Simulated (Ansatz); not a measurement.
# What 1 layer does to ZnS

The reference is ZnS in the zinc blende structure (space group F-43m, No. 216; a = 5.3891 Å). Axes: x, y, z lie along the cube axes.

One thing is altered: a free-standing slab of 1 layer (2 atoms, 2 a layer) is cut normal to [110], with 15 Å of vacuum and the in-plane cell held at bulk.

Level of theory: Kohn–Sham DFT with the r2SCAN functional, run in Ansatz (a first-principles code) with PAW and 500 eV plane waves, scalar-relativistic without spin-orbit coupling. Settings: 9×6×1 k-points, 0.05 eV Fermi–Dirac smearing, for the changed cell.

The layer's space group (with vacuum) comes out as Pmm2 (No. 25) and the shortest interatomic distance drops by 0.2335 Å (2.334 Å → 2.100 Å). The band gap goes up by 0.155 eV to 2.86 eV and the gap character comes out as indirect, U → Γ. The smallest direct gap grows by 0.18 eV (2.70 eV → 2.88 eV).

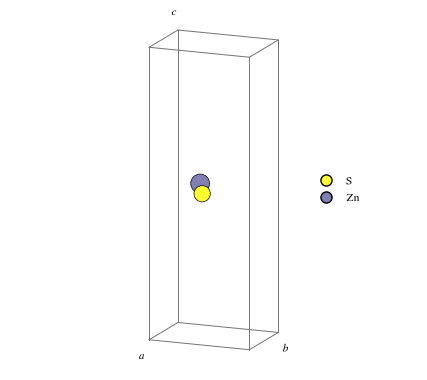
*The relaxed cell after the change*

No phonon test of stability was made. Labels are those of the standard path for the cell's own space group.
